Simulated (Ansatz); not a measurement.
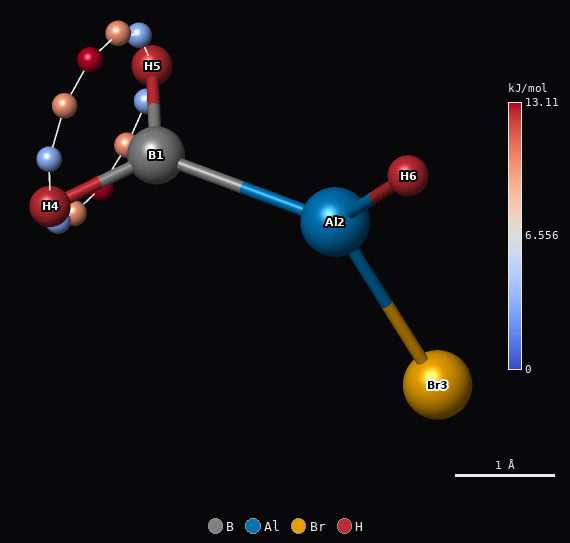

NEB run on AlBH3Br. Images are numbered from 0 (start) to 6 (end). The start is drawn whole; smaller spheres mark the moving atoms (H) in the later images, joined by lines and coloured by the energy of the image relative to the start. A ball-and-stick model, seen from a free direction.

Theory: Ansatz 0.2.0, RKS PBE/def2-SVP.

Input
```yaml
crystal:
  periodic: [false, false, false]
  atoms:
    - { symbol: B, position_ang: [-0.736147, 0.276309, -0.874964] }
    - { symbol: Al, position_ang: [0.51827, 0.018737, 0.810588] }
    - { symbol: Br, position_ang: [1.682767, -1.955952, 0.810681] }
    - { symbol: H, position_ang: [-1.890566, -0.116636, -0.898304] }
    - { symbol: H, position_ang: [-0.342921, 0.791526, -1.908232] }
    - { symbol: H, position_ang: [0.768587, 0.986026, 2.060241] }
basis:
  gaussian: { orbitals: def2-SVP }
hamiltonian:
  xc: pbe
neb:
  order_check: false
  images: 5
  f_tol: 0.03
  max_iterations: 60
  final_atoms:
    - { symbol: B, position_ang: [-0.7361402, 0.27633798, -0.87526631] }
    - { symbol: Al, position_ang: [0.51886886, 0.01730367, 0.80954317] }
    - { symbol: Br, position_ang: [1.68819746, -1.95449133, 0.81044422] }
    - { symbol: H, position_ang: [-0.34693495, 0.79927048, -1.90617366] }
    - { symbol: H, position_ang: [-1.88856965, -0.12241248, -0.89953877] }
    - { symbol: H, position_ang: [0.76456848, 0.98400168, 2.06100134] }
  initial_path:
    images:
      - { positions_ang: [[-0.736147, 0.276309, -0.874964], [0.51827, 0.018737, 0.810588], [1.682767, -1.955952, 0.810681], [-1.890566, -0.116636, -0.898304], [-0.342921, 0.791526, -1.908232], [0.768587, 0.986026, 2.060241]] }
      - { positions_ang: [[-0.74119177, 0.28453398, -0.87967417], [0.51595653, -0.01369737, 0.77720622], [1.71928851, -1.94473919, 0.87683777], [-1.889084, -0.08508957, -0.89268087], [-0.36280551, 0.81086921, -1.89529389], [0.75782624, 0.94813294, 2.01361495]] }
      - { positions_ang: [[-0.74623654, 0.29275895, -0.88438435], [0.51364305, -0.04613174, 0.74382443], [1.75581001, -1.93352638, 0.94299454], [-1.88760199, -0.05354314, -0.88705774], [-0.38269002, 0.83021242, -1.88235578], [0.74706548, 0.91023989, 1.9669889]] }
      - { positions_ang: [[-0.7512813, 0.30098393, -0.88909452], [0.51132958, -0.07856611, 0.71044265], [1.79233152, -1.92231358, 1.00915131], [-1.88611999, -0.02199671, -0.88143462], [-0.40257453, 0.84955564, -1.86941767], [0.73630472, 0.87234683, 1.92036286]] }
      - { positions_ang: [[-0.74623427, 0.29276861, -0.88448512], [0.51384267, -0.04660952, 0.74347616], [1.75762017, -1.93303949, 0.94291561], [-1.37305831, 0.25175902, -1.2230143], [-0.89790623, 0.52556626, -1.54612471], [0.74572598, 0.90956511, 1.96724235]] }
      - { positions_ang: [[-0.74118724, 0.2845533, -0.87987571], [0.51635576, -0.01465292, 0.77650967], [1.72290882, -1.94376541, 0.87667992], [-0.85999663, 0.52551475, -1.56459398], [-1.39323794, 0.20157689, -1.22283174], [0.75514723, 0.94678339, 2.01412185]] }
      - { positions_ang: [[-0.7361402, 0.27633798, -0.87526631], [0.51886886, 0.01730367, 0.80954317], [1.68819746, -1.95449133, 0.81044422], [-0.34693495, 0.79927048, -1.90617366], [-1.88856965, -0.12241248, -0.89953877], [0.76456848, 0.98400168, 2.06100134]] }
```

Run as
```bash
ansatz run input.yaml --threads 1 --pin off --max-ram 2048MiB --backend cpu --events-out ev --progress --plain --runs-dir out
```

> What moves, how far, and at what cost in energy?

The motion is a rotation about the B1–Al2 bond by about 180°. No bond forms or breaks between the ends. Bond angles that change up to the highest image, for instance: B1–Al2–Br3 113.9° → 118.8°, B1–Al2–H6 129.9° → 127.2°. The barrier is about 13.1 kJ/mol in both directions, with image 3 at the top; the ends have the same energy. The band converged in 15 iterations. The largest component of the band force went from 63 to 0.026 eV/Å. The climbing image converged on the top of the path. Its vibrational analysis gives one imaginary mode (185i cm⁻¹), as a transition state must have.

The run took 2.6 min on 1 thread of Intel(R) Xeon(R) Processor @ 2.70GHz, on a shared host, peak memory 0.15 GiB.
